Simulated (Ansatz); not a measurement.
## Nudged elastic band of CH₅NOSSi (part 2 of 2)

The same run, continued: CH₅NOSSi; RKS PBE0/6-31G (Ansatz 0.2.0). The run did not end well. One setting was made poor on purpose. It belongs to a series of runs on one base structure; here: band between the two ends.

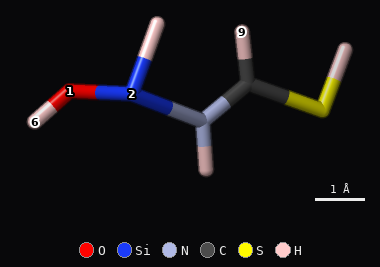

The structure as given in the input (stick view, seen at a tilt; atoms are numbered from 1 in the order of the input).

**The last band as extended XYZ, continued**
```
10
Properties=species:S:1:pos:R:3:forces:R:3 image=2 energy=-23351.15311
O    -1.1872   -0.2067    2.3187   -0.1047   0.1955  -0.0041
Si    0.3416   -0.6583    1.5913    0.0205  -0.1785   0.0088
N    -0.1074   -0.8812   -0.4019   -0.1421   0.2969   0.4693
C     0.0309    0.2281   -1.0475    0.3737  -0.1661  -0.3644
S     0.9633    0.4081   -2.6027   -0.1695  -0.0734   0.1129
H    -1.7502   -0.8576    2.7571   -0.0044  -0.1477   0.0240
H     0.8091    0.7873    1.2725   -0.0186   0.0511   0.0707
H     0.1915   -1.7600   -0.7949    0.0926  -0.2890  -0.2591
H    -0.3653    1.1318   -0.6132    0.0088   0.2084   0.0209
H     1.1568    1.7574   -2.4764   -0.0563   0.1028  -0.0791
10
Properties=species:S:1:pos:R:3:forces:R:3 image=3 energy=-23350.89256
O    -1.1618   -0.2107    2.3003    0.0191   0.2672  -0.0794
Si    0.3665   -0.5636    1.5189   -0.2271  -0.0409   0.0872
N    -0.1309   -0.9274   -0.4107    0.1069  -0.3171  -0.2517
C    -0.0663    0.2074   -1.0386   -0.3489   0.3300  -0.1703
S     0.8964    0.5064   -2.5840   -0.0567   0.0553   0.4097
H    -1.7697   -0.8041    2.7665    0.3581  -0.0708  -0.1673
H     0.7434    0.8712    0.9715   -0.0850  -0.0192   0.5487
H     0.2883   -1.7475   -0.8469   -0.0578  -0.0127   0.1112
H    -0.6561    1.0434   -0.6522    0.3802  -0.1660  -0.2462
H     1.5734    1.5737   -2.0219   -0.0889  -0.0257  -0.2419
10
Properties=species:S:1:pos:R:3:forces:R:3 image=4 energy=-23351.12525
O    -1.1932   -0.2909    2.3588    0.8919   1.1291  -0.7608
Si    0.3474   -0.6705    1.6121   -0.2439   0.1292   0.1447
N    -0.0706   -0.8531   -0.3787   -0.0075   0.0046   0.1399
C     0.0912    0.2479   -1.0354    0.2523  -0.1992  -0.6446
S     0.9425    0.3790   -2.6654   -0.2374   0.1996   0.4936
H    -1.8197   -0.8444    2.7882   -0.6816  -1.0783   0.5711
H     0.7352    0.8207    1.2892   -0.0068  -0.2028   0.1979
H     0.1499   -1.7588   -0.7909   -0.0033   0.1844  -0.0547
H    -0.2549    1.1770   -0.6013    0.1297   0.0473   0.0080
H     1.1552    1.7421   -2.5735   -0.0934  -0.2140  -0.0950
10
Properties=species:S:1:pos:R:3:forces:R:3 image=5 energy=-23351.10826
O    -1.1065   -0.8567    2.4198   -0.1907  -0.5287   0.2909
Si    0.4200   -0.6858    1.6688   -0.0498   0.2358  -0.0243
N     0.0042   -0.7542   -0.3272    0.0085   0.0071   0.0716
C     0.2137    0.3039   -1.0354    0.1469  -0.1011  -0.2347
S     0.8877    0.3013   -2.7339   -0.1553   0.2112   0.2375
H    -1.9526   -0.5114    2.7143    0.2698   0.2985  -0.2800
H     0.5869    0.8897    1.4783   -0.0673  -0.0783   0.0359
H     0.0633   -1.6844   -0.7452   -0.0037   0.2042  -0.0181
H     0.0823    1.2720   -0.5591    0.0634  -0.0339  -0.0783
H     0.8843    1.6748   -2.8774   -0.0219  -0.2149  -0.0005
10
Properties=species:S:1:pos:R:3:forces:R:3 image=6 energy=-23351.32191
O    -1.1274   -1.0923    2.3180   -0.0037  -0.0002  -0.0001
Si    0.4980   -0.6620    1.7936    0.0052  -0.0021   0.0024
N     0.1153   -0.6326   -0.2010   -0.0020   0.0070  -0.0017
C     0.3624    0.3502   -0.9902   -0.0001  -0.0145  -0.0050
S     0.5561    0.2054   -2.7805   -0.0013   0.0021   0.0036
H    -1.8687   -0.4672    2.2942    0.0005  -0.0001   0.0001
H     0.4207    0.9187    1.7356   -0.0006   0.0030   0.0013
H    -0.0744   -1.5536   -0.5964    0.0013  -0.0002  -0.0017
H     0.5217    1.3317   -0.5533    0.0003   0.0045   0.0009
H     0.6794    1.5507   -3.0170    0.0005   0.0005   0.0003
```

This output came from the following input.

**Input file**
```yaml
crystal:
  periodic: [false, false, false]
  atoms:
    - { symbol: O, position_ang: [-1.388432, -0.463045, 2.18509] }
    - { symbol: Si, position_ang: [0.338236, -0.580655, 1.77583] }
    - { symbol: "N", position_ang: [0.098069, -0.631686, -0.228659] }
    - { symbol: C, position_ang: [0.378548, 0.350098, -1.006779] }
    - { symbol: S, position_ang: [0.603395, 0.209553, -2.792968] }
    - { symbol: H, position_ang: [-1.758225, -1.213552, 2.675995] }
    - { symbol: H, position_ang: [0.621579, 0.943386, 1.606503] }
    - { symbol: H, position_ang: [-0.1045, -1.544994, -0.632447] }
    - { symbol: H, position_ang: [0.542733, 1.326155, -0.559609] }
    - { symbol: H, position_ang: [0.751696, 1.553741, -3.019955] }
basis:
  gaussian: { orbitals: "6-31G" }
hamiltonian:
  xc: pbe0
neb:
  order_check: false
  images: 5
  f_tol: 0.05
  max_iterations: 6
  final_atoms:
    - { symbol: O, position_ang: [-1.12744881, -1.09232682, 2.31803277] }
    - { symbol: Si, position_ang: [0.49802539, -0.66197136, 1.79364109] }
    - { symbol: "N", position_ang: [0.11528854, -0.63259176, -0.20103689] }
    - { symbol: C, position_ang: [0.36238176, 0.35015003, -0.99022063] }
    - { symbol: S, position_ang: [0.55609425, 0.2054486, -2.78052184] }
    - { symbol: H, position_ang: [-1.86868045, -0.46720978, 2.29421515] }
    - { symbol: H, position_ang: [0.42071558, 0.91871663, 1.73559365] }
    - { symbol: H, position_ang: [-0.07437523, -1.55359664, -0.59636661] }
    - { symbol: H, position_ang: [0.5217013, 1.33169018, -0.55329099] }
    - { symbol: H, position_ang: [0.67939667, 1.55069192, -3.0170447] }
  initial_path:
    images:
      - { positions_ang: [[-1.388432, -0.463045, 2.18509], [0.338236, -0.580655, 1.77583], [0.098069, -0.631686, -0.228659], [0.378548, 0.350098, -1.006779], [0.603395, 0.209553, -2.792968], [-1.758225, -1.213552, 2.675995], [0.621579, 0.943386, 1.606503], [-0.1045, -1.544994, -0.632447], [0.542733, 1.326155, -0.559609], [0.751696, 1.553741, -3.019955]] }
      - { positions_ang: [[-1.27697102, -0.29535962, 2.09250234], [0.30495575, -0.50472349, 1.52084301], [-0.04709513, -0.77199763, -0.26726024], [0.12351216, 0.24679733, -1.06626417], [0.74125523, 0.29854872, -2.55035058], [-1.6055336, -1.02163529, 2.64500447], [0.84554884, 0.86676161, 1.40456079], [0.06370133, -1.59690299, -0.6650176], [-0.0144633, 1.17307461, -0.6689328], [0.94818873, 1.55443775, -2.44208422]] }
      - { positions_ang: [[-1.16551003, -0.12767423, 1.99991468], [0.27167549, -0.42879197, 1.26585603], [-0.19225926, -0.91230927, -0.30586147], [-0.13152368, 0.14349666, -1.12574934], [0.87911546, 0.38754445, -2.30773316], [-1.45284219, -0.82971858, 2.61401393], [1.06951868, 0.79013722, 1.20261859], [0.23190266, -1.64881198, -0.69758821], [-0.57165961, 1.01999422, -0.7782566], [1.14468147, 1.55513449, -1.86421345]] }
      - { positions_ang: [[-1.05404905, 0.04001115, 1.90732702], [0.23839524, -0.35286046, 1.01086904], [-0.3374234, -1.0526209, -0.34446271], [-0.38655952, 0.04019598, -1.18523452], [1.0169757, 0.47654017, -2.06511574], [-1.30015079, -0.63780187, 2.5830234], [1.29348853, 0.71351283, 1.00067638], [0.40010399, -1.70072097, -0.73015881], [-1.12885591, 0.86691383, -0.8875804], [1.3411742, 1.55583124, -1.28634267]] }
      - { positions_ang: [[-1.07851563, -0.33743484, 2.04422894], [0.32493862, -0.45589743, 1.27179306], [-0.18651942, -0.91261119, -0.2966541], [-0.13691242, 0.143514, -1.12022989], [0.86334855, 0.38617632, -2.30358444], [-1.48966067, -0.58093784, 2.48675399], [1.00256421, 0.7819141, 1.2456488], [0.24194425, -1.65167953, -0.68556141], [-0.57867017, 1.02183928, -0.7761506], [1.12058169, 1.55411813, -1.86324335]] }
      - { positions_ang: [[-1.10298222, -0.71488083, 2.18113086], [0.411482, -0.55893439, 1.53271707], [-0.03561544, -0.77260147, -0.2488455], [0.11273467, 0.24683202, -1.05522526], [0.7097214, 0.29581246, -2.54205314], [-1.67917056, -0.52407381, 2.39048457], [0.71163989, 0.85031536, 1.49062122], [0.08378451, -1.60263808, -0.64096401], [-0.02848444, 1.17676473, -0.66472079], [0.89998918, 1.55240502, -2.44014402]] }
      - { positions_ang: [[-1.12744881, -1.09232682, 2.31803277], [0.49802539, -0.66197136, 1.79364109], [0.11528854, -0.63259176, -0.20103689], [0.36238176, 0.35015003, -0.99022063], [0.55609425, 0.2054486, -2.78052184], [-1.86868045, -0.46720978, 2.29421515], [0.42071558, 0.91871663, 1.73559365], [-0.07437523, -1.55359664, -0.59636661], [0.5217013, 1.33169018, -0.55329099], [0.67939667, 1.55069192, -3.0170447]] }
```

Launch command:
```bash
ansatz run input.yaml --threads 1 --pin off --max-ram 2048MiB --backend cpu --events-out ev --progress --plain --runs-dir out
```

**What the run reported**

- outcome: not converged
- barrier, forward (band not converged): 0.475 eV
- barrier, backward: 0.429 eV
- hardware: 1 thread of Intel Xeon @ 2.70GHz, 189 GiB of memory available, shared host
- wall time: 2.7 min
- peak memory: 0.16 GiB

**Diagnosis**

The run did not converge: “NEB band did not converge after 6 iterations: max|band force component| = 1.13e0 eV/Å (threshold 5.0e-2); raise `neb.max_iterations` in a new run, which can start from the last band evaluated (`neb.initial_path`, with `crystal.atoms` and `neb.final_atoms` set to its first and last images), add images, or start from endpoints closer to local minima …” Its last values are not results. A deliberately poor setting: few iterations.
